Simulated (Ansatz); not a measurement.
**Abstraction of F: SiH3F + GaHF → SiH3 + GaHF2**

Species: SiH3F `F[SiH3]`, singlet; GaHF `[F][GaH]`, doublet; SiH3 (silyl radical) `[SiH3]`, doublet; GaHF2 `[F][GaH][F]`, singlet. A radical takes F: the energy is the difference in strength between the Si–F bond broken and the Ga–F bond made.

Shapes, held fixed at every level: PBE0-D4/def2-TZVP. Programs: Ansatz 0.2.0. The zero-point and thermal change to 298 K, harmonic and unscaled (PBE0-D4/def2-TZVP), is -3.3 kJ/mol.

| level | kind | ΔH(298 K) (kJ/mol) | less CCSD(T)/def2-TZVPP |
| --- | --- | --- | --- |
| HF/def2-SVP | Hartree–Fock | +63.7 | -11.5 |
| HF/def2-TZVPP | Hartree–Fock | +89.0 | +13.8 |
| PBE-D4/def2-TZVPP | GGA | +79.5 | +4.3 |
| PBE0-D4/def2-TZVPP | global hybrid | +80.6 | +5.4 |
| r2SCAN0-D4/def2-TZVPP | global hybrid | +81.5 | +6.3 |
| B2PLYP/def2-TZVPP | double hybrid | +86.3 | +11.1 |
| CCSD(T)/def2-TZVPP | coupled cluster or CI | +75.2 | 0.0 |

The highest level, CCSD(T)/def2-TZVPP, gives ΔH(298 K) = +75.2 kJ/mol; the levels span +63.7 to +89.0. The column of differences is taken from that level and isn't an error. No measured value is set beside it here. Open shells run unrestricted. Relativity is left out for Ga. Outer-core shells of Ga are correlated in most correlated rows, in sets that cover them unevenly.

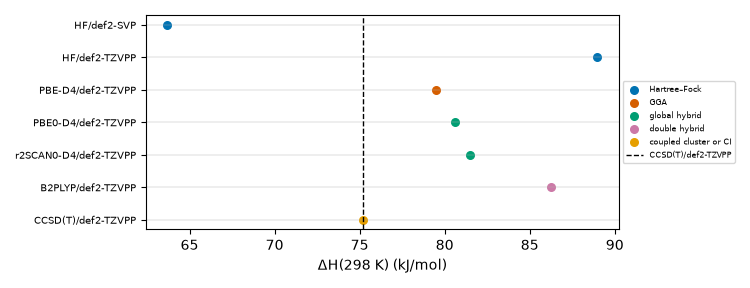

The values of the table, level by level.
